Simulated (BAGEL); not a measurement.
# singlet BHSCl+: levels of theory compared

Aim: a comparison of 5 runs (HF/6-31G*, B3LYP/6-31G*, B3LYP/aug-cc-pVDZ, PBE0/aug-cc-pVDZ, RI-MP2/aug-cc-pVDZ) of singlet BHSCl+. 

The calculation is run with BAGEL 1.2.2.

## Step 1: The molecule

BHSCl+ has 4 atoms, charge +1, and is taken as a singlet. SMILES of the parent species: `S[B]Cl`. The coordinates come from a PBE0-D4/def2-TZVP relaxation. That shape belongs to the parent species and isn't relaxed for this state.

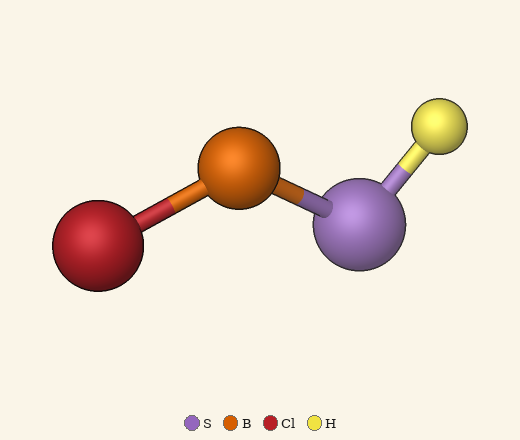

The structure, seen from a chosen angle (sulfur purple, boron orange, chlorine red, hydrogen yellow).

## Step 2: The energy at HF/6-31G(d) (density fitting with qzvpp-jkfit, spherical functions) (run 1)

input.json reads:

```json
{ "bagel": [

{
  "title": "molecule",
  "basis": "6-31gs.json",
  "df_basis": "qzvpp-jkfit",
  "angstrom": "true",
  "geometry": [
    { "atom": "S", "xyz": [    0.566400,   -0.789100,    0.531400 ] },
    { "atom": "B", "xyz": [   -0.299600,    0.475700,   -0.345800 ] },
    { "atom": "Cl", "xyz": [   -2.014100,    0.616000,   -0.427300 ] },
    { "atom": "H", "xyz": [    1.802900,   -0.362900,    0.221400 ] }
  ]
},
{
  "title": "hf",
  "charge": 1
},
{
  "title": "print",
  "file": "orbitals.molden",
  "orbitals": "true"
}

]}
```

The basis set 6-31G* is read from a file made from the Basis Set Exchange's data (not shown).

Run with:

```sh
BAGEL_NUM_THREADS=1 BAGEL input.json > input.out
```

The program printed:

```text
* using 1 threads per process

  ===============================================================
  ===============================================================

  *** Geometry ***

  { "atom" : "S", "xyz" : [      1.070341,     -1.491183,      1.004200 ] },
  { "atom" : "B", "xyz" : [     -0.566162,      0.898943,     -0.653467 ] },
  { "atom" : "Cl", "xyz" : [     -3.806097,      1.164071,     -0.807480 ] },
  { "atom" : "H", "xyz" : [      3.406987,     -0.685782,      0.418385 ] },

  Number of auxiliary basis functions:      349

  Since a DF basis is specified, we compute 2- and 3-index integrals:
    o Being stored without compression. Storage requirement is 0.008 GB

  Number of basis functions:       52
  Number of electrons      :       39

    * METHOD: MOLECULE                             0.10

  *** RHF ***

  === Nuclear Repulsion ===
   106.3450801965

      * DIIS with orbital gradients will be used.

  === RHF iteration (6-31gs.json) ===
      0       -881.87836384          0.01461766           0.02
      1       -881.93791458          0.00788034           0.02
      2       -881.95380916          0.00178048           0.02
      3       -881.95523747          0.00043247           0.02
      4       -881.95533504          0.00014722           0.02
      5       -881.95535318          0.00006084           0.02
      6       -881.95535650          0.00002432           0.02
      7       -881.95535718          0.00000845           0.02
      8       -881.95535724          0.00000329           0.02
      9       -881.95535725          0.00000101           0.02
     10       -881.95535725          0.00000031           0.02
     11       -881.95535725          0.00000009           0.02
     12       -881.95535725          0.00000003           0.02
     13       -881.95535725          0.00000001           0.02
     14       -881.95535725          0.00000001           0.02
    * SCF iteration converged.

    * Permanent dipole moment:
           (   -1.239657,    -0.507483,     0.367246) a.u.

    * METHOD: HF                                   0.36

    * METHOD: PRINT                                0.01

  ===============================================================
```

Run time: 0.6 s. Hardware: 1 thread of Arm Neoverse V1, shared host.

## Step 3: The energy at B3LYP/6-31G(d) (density fitting with qzvpp-jkfit, spherical functions) (run 2)

job.json reads:

```json
{ "bagel" : [

{
  "title" : "molecule",
  "basis" : "6-31gs.json",
  "df_basis" : "qzvpp-jkfit",
  "angstrom" : true,
  "geometry" : [
    { "atom" : "S", "xyz" : [    0.566400,   -0.789100,    0.531400 ] },
    { "atom" : "B", "xyz" : [   -0.299600,    0.475700,   -0.345800 ] },
    { "atom" : "Cl", "xyz" : [   -2.014100,    0.616000,   -0.427300 ] },
    { "atom" : "H", "xyz" : [    1.802900,   -0.362900,    0.221400 ] }
  ]
},
{
  "title" : "ks",
  "xc_func" : "b3lyp",
  "charge" : 1
},
{
  "title" : "print",
  "file" : "orbitals.molden",
  "orbitals" : true
}

]}
```

The basis set 6-31G* is read from a file made from the Basis Set Exchange's data (not shown).

Run with:

```sh
BAGEL_NUM_THREADS=1 BAGEL job.json > job.out
```

The program printed:

```text
* using 1 threads per process

  ===============================================================
  ===============================================================

  *** Geometry ***

  { "atom" : "S", "xyz" : [      1.070341,     -1.491183,      1.004200 ] },
  { "atom" : "B", "xyz" : [     -0.566162,      0.898943,     -0.653467 ] },
  { "atom" : "Cl", "xyz" : [     -3.806097,      1.164071,     -0.807480 ] },
  { "atom" : "H", "xyz" : [      3.406987,     -0.685782,      0.418385 ] },

  Number of auxiliary basis functions:      349

  Since a DF basis is specified, we compute 2- and 3-index integrals:
    o Being stored without compression. Storage requirement is 0.008 GB

  Number of basis functions:       52
  Number of electrons      :       39

    * METHOD: MOLECULE                             0.10

  *** Kohn-Sham DFT ***

    * Removing 5918 points whose weight is below 1.00e-10
    * Grid points: 53706

  === Nuclear Repulsion ===
   106.3450801965

       - DIIS with orbital gradients will be used.

  === KS iteration (b3lyp / 6-31gs.json) ===
      0       -874.47607815          0.11616084           0.12
      1       -876.61092634          0.12754096           0.09
      2       -879.91996897          0.09425015           0.08
      3       -883.37705887          0.02315206           0.08
      4       -883.45950233          0.01183127           0.08
      5       -883.50365625          0.00564727           0.08
      6       -883.51764615          0.00075934           0.08
      7       -883.51784638          0.00027568           0.08
      8       -883.51782483          0.00037646           0.08
      9       -883.51786487          0.00001500           0.08
     10       -883.51786492          0.00000490           0.08
     11       -883.51786493          0.00000136           0.08
     12       -883.51786493          0.00000081           0.08
     13       -883.51786493          0.00000017           0.08
     14       -883.51786493          0.00000007           0.08
     15       -883.51786493          0.00000008           0.08
     16       -883.51786493          0.00000001           0.08
    * SCF iteration converged.

    * Permanent dipole moment:
           (   -1.062217,    -0.335790,     0.245301) a.u.

    * METHOD: KS                                   1.56

    * METHOD: PRINT                                0.01

  ===============================================================
```

Wall time 1.8 s (1 thread of Arm Neoverse V1, shared host); peak memory 0.17 GiB.

## Step 4: The energy at B3LYP/aug-cc-pVDZ (density fitting with qzvpp-jkfit) (run 3)

input.json reads:

```json
{ "bagel": [

{
  "title": "molecule",
  "basis": "aug-cc-pvdz.json",
  "df_basis": "qzvpp-jkfit",
  "angstrom": true,
  "geometry": [
    { "atom": "S", "xyz": [    0.566400,   -0.789100,    0.531400 ] },
    { "atom": "B", "xyz": [   -0.299600,    0.475700,   -0.345800 ] },
    { "atom": "Cl", "xyz": [   -2.014100,    0.616000,   -0.427300 ] },
    { "atom": "H", "xyz": [    1.802900,   -0.362900,    0.221400 ] }
  ]
},
{ "title": "ks", "xc_func": "b3lyp", "charge": 1 },
{ "title": "print", "file": "orbitals.molden", "orbitals": true }

]}
```

The basis set aug-cc-pVDZ is read from a file made from the Basis Set Exchange's data (not shown).

Run with:

```sh
BAGEL_NUM_THREADS=1 BAGEL input.json > input.out
```

The program printed:

```text
* using 1 threads per process

  ===============================================================
  ===============================================================

  *** Geometry ***

  { "atom" : "S", "xyz" : [      1.070341,     -1.491183,      1.004200 ] },
  { "atom" : "B", "xyz" : [     -0.566162,      0.898943,     -0.653467 ] },
  { "atom" : "Cl", "xyz" : [     -3.806097,      1.164071,     -0.807480 ] },
  { "atom" : "H", "xyz" : [      3.406987,     -0.685782,      0.418385 ] },

  Number of auxiliary basis functions:      349

  Since a DF basis is specified, we compute 2- and 3-index integrals:
    o Being stored without compression. Storage requirement is 0.021 GB

  Number of basis functions:       86
  Number of electrons      :       39

    * METHOD: MOLECULE                             0.12

  *** Kohn-Sham DFT ***

    * Removing 5918 points whose weight is below 1.00e-10
    * Grid points: 53706

  === Nuclear Repulsion ===
   106.3450801965

       - DIIS with orbital gradients will be used.

  === KS iteration (b3lyp / aug-cc-pvdz.json) ===
      0       -871.93500574          0.05468756           0.18
      1       -870.95787366          0.11926101           0.18
      2       -877.81881547          0.08161508           0.18
      3       -883.33271846          0.02637804           0.17
      4       -883.52257816          0.01072817           0.18
      5       -883.55638160          0.00562514           0.17
      6       -883.57460329          0.00170870           0.18
      7       -883.57619327          0.00049323           0.18
      8       -883.57623490          0.00024245           0.17
      9       -883.57626558          0.00006361           0.17
     10       -883.57626784          0.00001348           0.17
     11       -883.57626791          0.00000452           0.17
     12       -883.57626790          0.00000480           0.17
     13       -883.57626792          0.00000049           0.17
     14       -883.57626792          0.00000015           0.18
     15       -883.57626792          0.00000003           0.17
     16       -883.57626792          0.00000001           0.17
     17       -883.57626792          0.00000000           0.17
    * SCF iteration converged.

    * Permanent dipole moment:
           (   -0.982382,    -0.305842,     0.223577) a.u.

    * METHOD: KS                                   3.39

    * METHOD: PRINT                                0.02

  ===============================================================
```

Wall time 3.9 s (1 thread of Arm Neoverse V1, shared host); peak memory 0.24 GiB.

Run 4 isn't shown in full; the table further down has it.

## Step 5: The energy at RI-MP2/aug-cc-pVDZ (density fitting with qzvpp-jkfit) (run 5)

input.json reads:

```json
{ "bagel": [

{
  "title": "molecule",
  "basis": "aug-cc-pvdz.json",
  "df_basis": "qzvpp-jkfit",
  "angstrom": true,
  "geometry": [
    { "atom": "S", "xyz": [       0.566400,      -0.789100,       0.531400 ] },
    { "atom": "B", "xyz": [      -0.299600,       0.475700,      -0.345800 ] },
    { "atom": "Cl", "xyz": [      -2.014100,       0.616000,      -0.427300 ] },
    { "atom": "H", "xyz": [       1.802900,      -0.362900,       0.221400 ] }
  ]
},

{ "title": "hf", "charge": 1 },

{ "title": "mp2", "charge": 1, "ncore": 11 }

]}
```

The basis set aug-cc-pVDZ is read from a file made from the Basis Set Exchange's data (not shown).

Run with:

```sh
BAGEL_NUM_THREADS=1 BAGEL input.json > input.out
```

The program printed:

```text
* using 1 threads per process

  ===============================================================
  ===============================================================

  *** Geometry ***

  { "atom" : "S", "xyz" : [      1.070341,     -1.491183,      1.004200 ] },
  { "atom" : "B", "xyz" : [     -0.566162,      0.898943,     -0.653467 ] },
  { "atom" : "Cl", "xyz" : [     -3.806097,      1.164071,     -0.807480 ] },
  { "atom" : "H", "xyz" : [      3.406987,     -0.685782,      0.418385 ] },

  Number of auxiliary basis functions:      349

  Since a DF basis is specified, we compute 2- and 3-index integrals:
    o Being stored without compression. Storage requirement is 0.021 GB

  Number of basis functions:       86
  Number of electrons      :       39

    * METHOD: MOLECULE                             0.12

  *** RHF ***

  === Nuclear Repulsion ===
   106.3450801965

      * DIIS with orbital gradients will be used.

  === RHF iteration (aug-cc-pvdz.json) ===
      0       -881.93264721          0.00939140           0.03
      1       -882.00406404          0.00411019           0.03
      2       -882.01382537          0.00144930           0.03
      3       -882.01531989          0.00057610           0.03
      4       -882.01552125          0.00017055           0.03
      5       -882.01555529          0.00006794           0.03
      6       -882.01556206          0.00002574           0.03
      7       -882.01556300          0.00000915           0.03
      8       -882.01556312          0.00000287           0.03
      9       -882.01556313          0.00000097           0.03
     10       -882.01556313          0.00000037           0.03
     11       -882.01556313          0.00000015           0.03
     12       -882.01556313          0.00000006           0.03
     13       -882.01556313          0.00000003           0.03
     14       -882.01556313          0.00000001           0.03
     15       -882.01556313          0.00000001           0.03
    * SCF iteration converged.

    * Permanent dipole moment:
           (   -1.142363,    -0.464890,     0.336492) a.u.

    * METHOD: HF                                   0.64

  *** RHF ***

  === Nuclear Repulsion ===
   106.3450801965

      * DIIS with orbital gradients will be used.

  === RHF iteration (aug-cc-pvdz.json) ===
      0       -882.01556313          0.00000000           0.03
    * SCF iteration converged.

    * Permanent dipole moment:
           (   -1.142363,    -0.464891,     0.336493) a.u.

  === DF-MP2 calculation ===

    * freezing 11 orbitals
    * 3-index integral transformation done
    * assembly done

      MP2 correlation energy:   -0.3546712126      0.01

      MP2 total energy:       -882.3702343396

    * METHOD: MP2                                  0.09

  ===============================================================
```

Run time: 0.99 s. Hardware: 1 thread of Arm Neoverse V1, shared host.

## Step 6: Overview of the runs

```csv
run,level,frozen core orbitals,energy (Eh),HOMO energy (eV),LUMO energy (eV),HOMO–LUMO gap (eV),wall time
1,"HF/6-31G* (density fitting with qzvpp-jkfit, spherical functions)",–,-881.955357,-17.57,-7.03,10.54,0.6 s
2,"B3LYP/6-31G* (density fitting with qzvpp-jkfit, spherical functions)",–,-883.517865,-14.59,-10.73,3.86,1.8 s
3,B3LYP/aug-cc-pVDZ (density fitting with qzvpp-jkfit),–,-883.576268,-14.56,-10.69,3.87,3.9 s
4,PBE0/aug-cc-pVDZ (density fitting with qzvpp-jkfit),–,-883.217239,-14.83,-10.49,4.34,3.6 s
5,RI-MP2/aug-cc-pVDZ (density fitting with qzvpp-jkfit),11,-882.370234,–,–,–,0.99 s
```

## Step 7: What came out

| quantity | value |
| --- | --- |
| run 5: total energy | -882.37023 Eh |
| run 5: correlation energy (11 core orbitals frozen) | -354.7 mEh |

What this shows: Over runs 1, 2, 3, 4 the HOMO–LUMO gap runs from 3.86 eV (B3LYP/6-31G*) to 10.54 eV (HF/6-31G*). Exact exchange widens orbital gaps. Totals of different functionals can't be ranked against each other. All runs together took 11 s, the longest 3.9 s.
